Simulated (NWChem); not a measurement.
# One shape, several levels: C3H6O (oxetane)

We compute a comparison of 4 runs (HF/6-31G*, B3LYP/6-31G*, PBE/def2-TZVP, MP2/6-31G*) of C3H6O (oxetane). 

Program for the calculation: NWChem 7.3.0.

## Step 1: The molecule

The species is C3H6O (10 atoms), meant as a singlet with charge 0. SMILES: `C1COC1`. Geometry: relaxed at PBE0-D4/def2-TZVP.

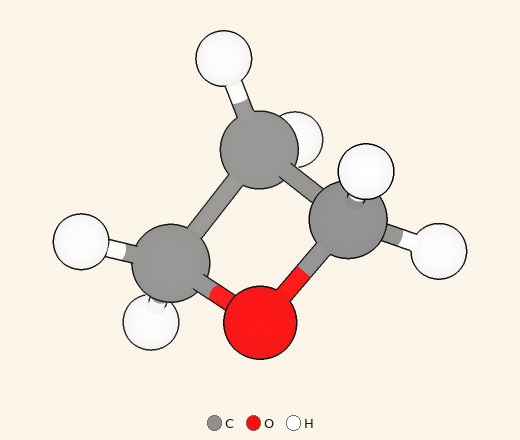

Viewed from a chosen angle; carbon grey, oxygen red, hydrogen white.

## Step 2: Energy and gradient at HF/6-31G(d) (spherical functions) (run 1)

File run.nw:

```
start run
title "C3H6O"
memory total 2200 mb

geometry noautosym nocenter noautoz
C       -0.599130       0.517750      -0.075190
C       -0.419380      -0.997090       0.061270
O        1.008280      -0.871970       0.109830
C        0.930030       0.555770       0.001820
H       -1.025190       0.851830      -1.020120
H       -1.121860       1.003500       0.747450
H       -0.819130      -1.441330       0.978800
H       -0.745780      -1.595590      -0.795340
H        1.348230       1.052830       0.883310
H        1.443940       0.924300      -0.891830
end

basis spherical bse
* library 6-31G*
end

scf
thresh 1e-08
maxiter 80
noprint "final vectors analysis"
end

task scf gradient
```

Run with:

```console
$ nwchem run.nw > run.out
```

Log:

```text
[...]
  functions       =    68
[...]
  wavefunction    = RHF
[...]
         Total SCF energy =   -191.907537071613
      One-electron energy =   -515.779849382474
      Two-electron energy =    195.097870920096
 Nuclear repulsion energy =    128.774441390765
        Time for solution =      6.2s
[...]
                         RHF ENERGY GRADIENTS
    atom               coordinates                        gradient
                 x          y          z           x          y          z
   1 C      -1.132192   0.978406  -0.142088    0.004592  -0.003976   0.000599
   2 C      -0.792513  -1.884227   0.115784   -0.003170   0.009523  -0.000943
   3 O       1.905373  -1.647784   0.207549    0.012490  -0.010807   0.001244
   4 C       1.757502   1.050253   0.003439   -0.009889   0.001780  -0.000637
   5 H      -1.937328   1.609725  -1.927747   -0.001669   0.001285  -0.004366
   6 H      -2.120008   1.896340   1.412476   -0.002127   0.001997   0.003865
   7 H      -1.547931  -2.723719   1.849664   -0.003421  -0.002969   0.006503
   8 H      -1.409320  -3.015228  -1.502975   -0.002876  -0.004052  -0.006108
   9 H       2.547785   1.989560   1.669214    0.002698   0.004077   0.006229
  10 H       2.728651   1.746674  -1.685314    0.003373   0.003141  -0.006388
[...]
```

It took 8.1 s on 1 thread of AMD EPYC 9B14 (Zen 4), shared host; peak memory 0.1 GiB.

## Step 3: Energy and forces at B3LYP/6-31G(d) (Cartesian functions) (run 2)

File sp.nw:

```
start sp
title "C3H6O"
memory stack 880 mb heap 220 mb global 1100 mb
charge 0
geometry noautosym nocenter noautoz
C     -0.599130     0.517750    -0.075190
C     -0.419380    -0.997090     0.061270
O      1.008280    -0.871970     0.109830
C      0.930030     0.555770     0.001820
H     -1.025190     0.851830    -1.020120
H     -1.121860     1.003500     0.747450
H     -0.819130    -1.441330     0.978800
H     -0.745780    -1.595590    -0.795340
H      1.348230     1.052830     0.883310
H      1.443940     0.924300    -0.891830
end
basis
* library 6-31G*
end
dft
xc b3lyp
grid xfine
convergence energy 1e-08
iterations 100
mulliken
end
task dft gradient
```

Run with:

```console
$ nwchem sp.nw > sp.out
```

Log:

```text
[...]
          Wavefunction type:  closed shell.
          No. of atoms     :    10
          No. of electrons :    32
[...]
          Charge           :     0
          Spin multiplicity:     1
[...]
          AO basis - number of functions:    72
[...]
              XC Information
              --------------
                         B3LYP Method XC Potential
                     Hartree-Fock (Exact) Exchange  0.200
                        Slater Exchange Functional  0.800 local
                    Becke 1988 Exchange Functional  0.720 non-local
              Lee-Yang-Parr Correlation Functional  0.810
                  VWN I RPA Correlation Functional  0.190 local
[...]
 d= 0,ls=0.0,diis     1   -193.0372924667 -3.22D+02  1.48D-02  6.54D-01     3.3
[...]
 d= 0,ls=0.0,diis    10   -193.1046618445 -1.78D-11  7.46D-08  9.25D-11    27.7
         Total DFT energy =     -193.104661844462
      One electron energy =     -516.218684516134
           Coulomb energy =      221.475382163298
    Exchange-Corr. energy =      -27.135800882390
 Nuclear repulsion energy =      128.774441390765
[...]
      Total Density - Mulliken Population Analysis
     ---------------------------------------------
    Atom       Charge   Shell Charges
 -----------   ------   -------------------------------------------------------
    1 C    6     6.36   1.99  0.68  2.13  0.62  0.91  0.03
    2 C    6     6.00   1.99  0.70  2.04  0.52  0.69  0.05
    3 O    8     8.49   1.99  0.90  2.90  1.03  1.65  0.01
    4 C    6     6.00   1.99  0.70  2.04  0.52  0.69  0.05
    5 H    1     0.85   0.53  0.32
    6 H    1     0.85   0.53  0.32
    7 H    1     0.87   0.54  0.33
    8 H    1     0.86   0.54  0.33
    9 H    1     0.87   0.54  0.33
   10 H    1     0.86   0.54  0.33
[...]
  wavefunction    = closed shell
                         DFT ENERGY GRADIENTS
    atom               coordinates                        gradient
                 x          y          z           x          y          z
   1 C      -1.132192   0.978406  -0.142088    0.004732  -0.004097   0.000549
   2 C      -0.792513  -1.884227   0.115784    0.003833   0.004562  -0.000226
   3 O       1.905373  -1.647784   0.207549   -0.007877   0.006813  -0.000810
   4 C       1.757502   1.050253   0.003439   -0.003974  -0.004431   0.000127
   5 H      -1.937328   1.609725  -1.927747    0.001389  -0.001127   0.002040
   6 H      -2.120008   1.896340   1.412476    0.001601  -0.001454  -0.001674
   7 H      -1.547931  -2.723719   1.849664    0.001461   0.001300  -0.001562
   8 H      -1.409320  -3.015228  -1.502975    0.001307   0.001581   0.001447
   9 H       2.547785   1.989560   1.669214   -0.001145  -0.001697  -0.001451
  10 H       2.728651   1.746674  -1.685314   -0.001327  -0.001449   0.001559
[...]
```

Wall time 33 s (1 thread of AMD EPYC 9B14 (Zen 4), shared host); peak memory 0.15 GiB.

Run 3 isn't shown in full; the table further down has it.

## Step 4: Energy and gradient at MP2/6-31G(d) (spherical functions) (run 4)

File c3h6o.nw:

```
start c3h6o
title "C3H6O"
memory 2200 mb
geometry noautosym nocenter noautoz
   C       -0.599130       0.517750      -0.075190
   C       -0.419380      -0.997090       0.061270
   O        1.008280      -0.871970       0.109830
   C        0.930030       0.555770       0.001820
   H       -1.025190       0.851830      -1.020120
   H       -1.121860       1.003500       0.747450
   H       -0.819130      -1.441330       0.978800
   H       -0.745780      -1.595590      -0.795340
   H        1.348230       1.052830       0.883310
   H        1.443940       0.924300      -0.891830
end
basis spherical bse
   * library 6-31G*
end
scf
   nopen 0
   rhf
   thresh 1e-08
   maxiter 80
end
mp2
   freeze core 4
   tight
end
task mp2 gradient
```

Run with:

```console
$ nwchem c3h6o.nw > c3h6o.out
```

Log:

```text
[...]
  functions       =    68
[...]
  wavefunction    = RHF
[...]
         Total SCF energy =   -191.907537071613
      One-electron energy =   -515.779849382474
      Two-electron energy =    195.097870920096
 Nuclear repulsion energy =    128.774441390765
        Time for solution =      6.4s
[...]
          Total MP2 energy          -192.464095711685
[...]
                         mp2 ENERGY GRADIENTS
    atom               coordinates                        gradient
                 x          y          z           x          y          z
   1 C      -1.132192   0.978406  -0.142088    0.002824  -0.002447   0.000350
   2 C      -0.792513  -1.884227   0.115784    0.008082   0.002411   0.000053
   3 O       1.905373  -1.647784   0.207549   -0.011755   0.010170  -0.001128
   4 C       1.757502   1.050253   0.003439   -0.001238  -0.008324   0.000473
   5 H      -1.937328   1.609725  -1.927747    0.000831  -0.000666   0.001434
   6 H      -2.120008   1.896340   1.412476    0.001004  -0.000918  -0.001215
   7 H      -1.547931  -2.723719   1.849664    0.000637   0.000469  -0.000735
   8 H      -1.409320  -3.015228  -1.502975    0.000549   0.000635   0.000709
   9 H       2.547785   1.989560   1.669214   -0.000408  -0.000730  -0.000694
  10 H       2.728651   1.746674  -1.685314   -0.000526  -0.000600   0.000752
[...]
```

Wall time 17 s (1 thread of AMD EPYC 9B14 (Zen 4), shared host); peak memory 0.18 GiB.

## Step 5: The series

```csv
run,level,Cartesian functions,iteration cap,energy (Eh),dipole moment (D),largest force (eV/Å),wall time
1,HF/6-31G* (spherical functions),no,80,-191.907537,2.28,0.852,8.1 s
2,B3LYP/6-31G* (Cartesian functions),yes,100,-193.104662,1.95,0.537,33 s
3,PBE/def2-TZVP,no,100,-192.937673,1.79,0.826,78 s
4,MP2/6-31G* (spherical functions),no,80,-192.464096,2.07,0.801,17 s
```

## Step 6: What came out

| quantity | value |
| --- | --- |
| run 4: total energy | -192.46410 Eh |
| run 4: dipole moment (of the density that the program reports) | 2.07 D |
| run 4: HOMO energy (Hartree–Fock orbitals) | -11.02 eV |
| run 4: LUMO energy (Hartree–Fock orbitals) | 6.37 eV |
| run 4: HOMO–LUMO gap (Hartree–Fock orbitals) | 17.40 eV |
| run 4: correlation energy (4 core orbitals frozen) | -556.6 mEh |
| run 4: largest force on an atom | 0.801 eV/Å |

The dipole moment (its size) runs from 1.79 D (PBE/def2-TZVP) to 2.28 D (HF/6-31G*). The two ends differ in method and basis. Totals of different functionals can't be ranked against each other. All runs together took 2.3 min, the longest 78 s.
